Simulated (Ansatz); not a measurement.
# HSE06/6-31G(d) (spherical functions) run of GaSiH4OF (SMILES [F][GaH][O][SiH3])

What is the energy change on altering one bond length of GaSiH4OF at HSE06/6-31G* (spherical functions)? 

The results are computed with Ansatz 0.2.0.

130 further runs of the same task are left out: 3 that didn't finish, 127 set aside as unsound or not needed.

**1. The structure to begin with**

GaSiH4OF has 8 atoms, charge 0, and is taken as a singlet. SMILES: `[F][GaH][O][SiH3]`. The coordinates come from a PBE0-D4/def2-TZVP relaxation. This is one conformer, not always the lowest.

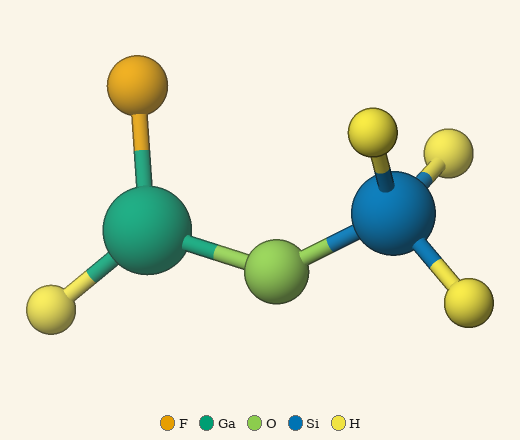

The structure, seen from a chosen angle (fluorine amber, gallium teal, oxygen green, silicon blue, hydrogen yellow).

**2. A single-point energy at HSE06/6-31G(d) (spherical functions)**

Input file molecule.yaml:

```yaml
crystal:
  periodic: [false, false, false]
  atoms:
    - {symbol: F, position_ang: [0.857100, 1.472000, 1.846200]}
    - {symbol: Ga, position_ang: [1.323900, 1.220200, 0.177500]}
    - {symbol: O, position_ang: [0.322200, 0.024800, -0.644000]}
    - {symbol: Si, position_ang: [-0.952800, -0.945800, -0.299100]}
    - {symbol: H, position_ang: [2.493100, 1.984200, -0.463100]}
    - {symbol: H, position_ang: [-1.287500, -1.717200, -1.523200]}
    - {symbol: H, position_ang: [-0.618600, -1.894300, 0.796900]}
    - {symbol: H, position_ang: [-2.137300, -0.143800, 0.108800]}
basis:
  gaussian:
    orbitals: 6-31G_st_-spherical.json
total_charge: 0
hamiltonian:
  xc: {name: HSE06}
accuracy: high
output: {orbitals: {seedname: orbitals}}
```

The basis set 6-31G* is read from a file made from the Basis Set Exchange's data (not shown).

Started as:

```bash
$ ansatz run molecule.yaml --threads 1 --pin off --max-ram 3480MiB --events-out events.jsonl --progress --plain --runs-dir runs
```

Log:

```text
Warning: RAYON_NUM_THREADS=1 ignored (pool sized by the plan → 1); use --threads N
Functional definition: HSE06
  name "HSE06"
  parameter a = 0.25
  parameter omega = 0.11/bohr
  exchange = pbe_x - a*pbe_x_sr(omega) + a*exact_x_sr(omega)
  correlation = pbe_c
1863 factors; integrals over basis functions are off by at most 4.5e-9 eV
109 factors; integrals over basis functions are off by at most 1.1e-9 eV
mean field evaluation 1: about -65056.5478 eV, gradient 6.3e1 eV
mean field evaluation 2: about -65028.8883 eV, gradient 1.3e2 eV
mean field evaluation 4: about -65062.9623 eV, gradient 1.1e1 eV
mean field evaluation 8: about -65063.3246 eV, gradient 3.6e-1 eV
mean field evaluation 16: about -65063.3250 eV, gradient 2.6e-5 eV
mean field -65063.32497121 eV, -2391.0330911862 hartree, gradient 8.4e-8 eV, S^2 0.000000; 0 other end points of the search recorded, 0 dependent functions left out
reference -65063.32497609 eV, -2391.0330913655 hartree; 33, 33 occupied and 53, 53 virtual orbitals, 1863 factors
Total energy: -65063.32497609 eV, -2391.0330913655 hartree
```

Wall time 7.8 s (1 thread of Intel Xeon Platinum 8488C (Sapphire Rapids), shared host); peak memory 0.35 GiB.

**3. The distorted shape at the same level**

Input file input.yaml:

```yaml
crystal:
  periodic: [false, false, false]
  atoms:
    - {symbol: F, position_ang: [1.048378, 1.617611, 1.794457]}
    - {symbol: Ga, position_ang: [1.515178, 1.365811, 0.125757]}
    - {symbol: O, position_ang: [0.513478, 0.170411, -0.695743]}
    - {symbol: Si, position_ang: [-0.952800, -0.945800, -0.299100]}
    - {symbol: H, position_ang: [2.684378, 2.129811, -0.514843]}
    - {symbol: H, position_ang: [-1.287500, -1.717200, -1.523200]}
    - {symbol: H, position_ang: [-0.618600, -1.894300, 0.796900]}
    - {symbol: H, position_ang: [-2.137300, -0.143800, 0.108800]}
basis:
  gaussian: {orbitals: 6-31G_st_-spherical.json}
hamiltonian: {xc: {name: HSE06}}
accuracy: high
output: {orbitals: {seedname: orbitals}}
```

The basis set 6-31G* is read from a file made from the Basis Set Exchange's data (not shown).

Started as:

```bash
$ ansatz run input.yaml --threads 1 --pin off --max-ram 3480MiB --events-out events.jsonl --progress --plain --runs-dir runs
```

Log, shortened:

```text
Warning: RAYON_NUM_THREADS=1 ignored (pool sized by the plan → 1); use --threads N
[... 6 set-up lines as earlier in the session ...]
1853 factors; integrals over basis functions are off by at most 7.0e-9 eV
110 factors; integrals over basis functions are off by at most 1.4e-9 eV
mean field evaluation 1: about -65055.7863 eV, gradient 6.3e1 eV
mean field evaluation 2: about -65016.0579 eV, gradient 1.5e2 eV
mean field evaluation 4: about -65062.3959 eV, gradient 1.2e1 eV
mean field evaluation 8: about -65062.7611 eV, gradient 4.2e-1 eV
mean field evaluation 16: about -65062.7617 eV, gradient 3.0e-5 eV
mean field -65062.76166635 eV, -2391.0123901145 hartree, gradient 7.6e-8 eV, S^2 0.000000; 0 other end points of the search recorded, 0 dependent functions left out
reference -65062.76167125 eV, -2391.0123902946 hartree; 33, 33 occupied and 53, 53 virtual orbitals, 1853 factors
Total energy: -65062.76167125 eV, -2391.0123902946 hartree
```

Wall time 8.1 s (1 thread of Intel Xeon Platinum 8488C (Sapphire Rapids), shared host); peak memory 0.35 GiB.

**4. Results**

At HSE06/6-31G* (spherical functions):

| quantity | value |
| --- | --- |
| first shape: total energy | -2391.03309 Eh |
| first shape: HOMO energy | -8.29 eV |
| first shape: LUMO energy | -1.42 eV |
| first shape: HOMO–LUMO gap | 6.87 eV |
| distorted shape: total energy | -2391.01239 Eh |
| distorted shape: HOMO energy | -8.15 eV |
| distorted shape: LUMO energy | -1.10 eV |
| distorted shape: HOMO–LUMO gap | 7.05 eV |
| energy change with the O3–Si4 bond stretched from 1.639 to 1.885 Å | 0.563 eV |

What this shows: With the O3–Si4 bond stretched from 1.639 to 1.885 Å the energy rises by 0.56 eV (13.0 kcal/mol). The first shape isn't relaxed at this level, so the change isn't measured from a minimum.
